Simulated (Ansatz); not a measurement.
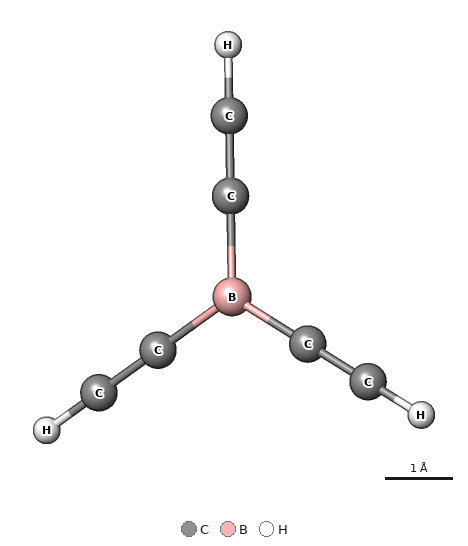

Figure 1. The structure (ball-and-stick view, seen at a tilt).

# Phonon calculation of C$_{6}$H$_{3}$B

System: C$_{6}$H$_{3}$B, SMILES C#CB(C#C)C#C.
Method: RKS PBE0-D4/def2-TZVP (Ansatz 0.2.0).

The geometry comes from this level: PBE0-D4/def2-TZVP.

The input:
```yaml
crystal:
  periodic: [false, false, false]
  atoms:
    - {symbol: C, position_ang: [0.128752, -2.602743, 0.802223]}
    - {symbol: C, position_ang: [0.074888, -1.450539, 0.446364]}
    - {symbol: B, position_ang: [0.007908, -0.005407, 0.000095]}
    - {symbol: C, position_ang: [-1.278843, 0.776731, 0.156887]}
    - {symbol: C, position_ang: [-2.304537, 1.400758, 0.282000]}
    - {symbol: C, position_ang: [1.228027, 0.657844, -0.602784]}
    - {symbol: C, position_ang: [2.200917, 1.186711, -1.083296]}
    - {symbol: H, position_ang: [0.176227, -3.619994, 1.116536]}
    - {symbol: H, position_ang: [-3.210118, 1.951710, 0.392536]}
    - {symbol: H, position_ang: [3.059880, 1.653730, -1.507462]}
basis:
  gaussian: {orbitals: def2-TZVP}
hamiltonian: {xc: pbe0, dispersion: d4}
phonons: {temperatures: {t_min: 298.15, t_max: 900, t_step: 200}}
```

Run on 4 CPU threads, shared host.

Log:
```
Functional definition: PBE0
  name "PBE0"
  cite "Adamo & Barone, J. Chem. Phys. 110, 6158 (1999) doi:10.1063/1.478522"
  cite "Perdew, Burke & Ernzerhof, Phys. Rev. Lett. 77, 3865 (1996) doi:10.1103/PhysRevLett.77.3865"
  parent pbe
  parameter a = 0.25
  parameter kappa = 0.804
  parameter beta = 0.06672455060314922
  exchange = (1 - a)*pbe_x(kappa = kappa, mu = beta*pi^2/3) + a*exact_x
  correlation = pbe_c(beta = beta)
1381 factors; their error is unknown
mean field evaluation 1: about -6925.4905 eV, gradient 6.5e1 eV
mean field evaluation 2: about -6923.9288 eV, gradient 6.6e1 eV
mean field evaluation 4: about -6935.3568 eV, gradient 5.2e0 eV
mean field evaluation 8: about -6935.4186 eV, gradient 9.7e-3 eV
mean field evaluation 16: about -6935.4333 eV, gradient 1.9e-4 eV
mean field -6935.43332049 eV, -254.8724735225 hartree, gradient 2.7e-5 eV, S^2 0.000000; 0 other end points of the search recorded, 0 dependent functions left out
the calculation of the forces begins
reference -6935.43335458 eV, -254.8724747754 hartree; 22, 22 occupied and 213, 213 virtual orbitals, 1381 factors
these checks for a lower state are left out or cut short: stability, starts, cluster_reference, orbital_swaps, neighbouring_geometries, increment
1381 factors; their error is unknown
mean field -6935.43330593 eV, -254.8724729873 hartree, gradient 2.3e-6 eV, S^2 0.000000; 0 other end points of the search recorded, 0 dependent functions left out
[... from here on the field's lines of each further geometry are left out, up to the last ...]
the calculation of the forces begins
reference -6935.43332779 eV, -254.8724737906 hartree; 22, 22 occupied and 213, 213 virtual orbitals, 1381 factors
these checks for a lower state are left out or cut short: stability, starts, cluster_reference, orbital_swaps, neighbouring_geometries, increment
1381 factors; their error is unknown
mean field -6935.43329898 eV, -254.8724727320 hartree, gradient 2.4e-6 eV, S^2 0.000000; 0 other end points of the search recorded, 0 dependent functions left out
the calculation of the forces begins
reference -6935.43333308 eV, -254.8724739850 hartree; 22, 22 occupied and 213, 213 virtual orbitals, 1381 factors
Total energy: -6935.62315805 eV, -254.8794499240 hartree
Atom 0 at     0.128752    -2.602743     0.802223 Å, force    -0.000368    -0.000053     0.000356 eV/Å
Atom 1 at     0.074888    -1.450539     0.446364 Å, force     0.000159     0.000071    -0.000217 eV/Å
Atom 2 at     0.007908    -0.005407     0.000095 Å, force     0.000158     0.000183     0.000199 eV/Å
Atom 3 at    -1.278843     0.776731     0.156887 Å, force     0.000226    -0.000008    -0.000009 eV/Å
Atom 4 at    -2.304537     1.400758     0.282000 Å, force    -0.000264    -0.000115     0.000188 eV/Å
Atom 5 at     1.228027     0.657844    -0.602784 Å, force    -0.000142    -0.000193    -0.000012 eV/Å
Atom 6 at     2.200917     1.186711    -1.083296 Å, force     0.000334     0.000332    -0.000012 eV/Å
Atom 7 at     0.176227    -3.619994     1.116536 Å, force    -0.000040     0.000172    -0.000253 eV/Å
Atom 8 at    -3.210118     1.951710     0.392536 Å, force     0.000080    -0.000206    -0.000140 eV/Å
Atom 9 at     3.059880     1.653730    -1.507462 Å, force    -0.000143    -0.000184    -0.000101 eV/Å
Dipole moment:     0.000176     0.000146     0.000140 e Å
Vibrations: 111.08 111.28 133.00 265.85 265.98 304.60 502.94 503.01 567.16 647.21 670.92 673.66 673.72 768.86 768.88 769.58 1138.19 1138.29 2174.00 2181.05 2181.13 3468.56 3468.56 3468.82 cm⁻¹, zero-point energy 1.671079 eV
```

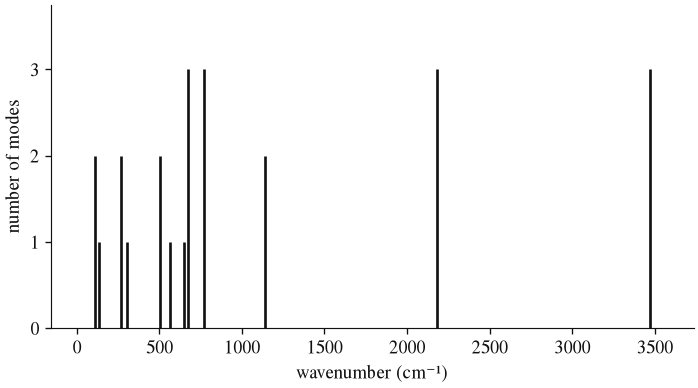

Figure 2. Harmonic vibrational wavenumbers from the force constants; neighbouring modes closer than 15 cm⁻¹ are counted in one stick. 24 modes from 111 to 3469 cm⁻¹, none imaginary.

Summary:

```tsv
quantity	value
outcome	converged
total energy	−6935.6232 eV
mean-field energy	−6935.4334 eV
dispersion energy	−0.1898 eV
largest force (length of the vector)	0.001 eV/Å
dipole moment	0.00 D
wall time	88 s (CPU time 5.4 min)
peak memory	0.7 GiB
```
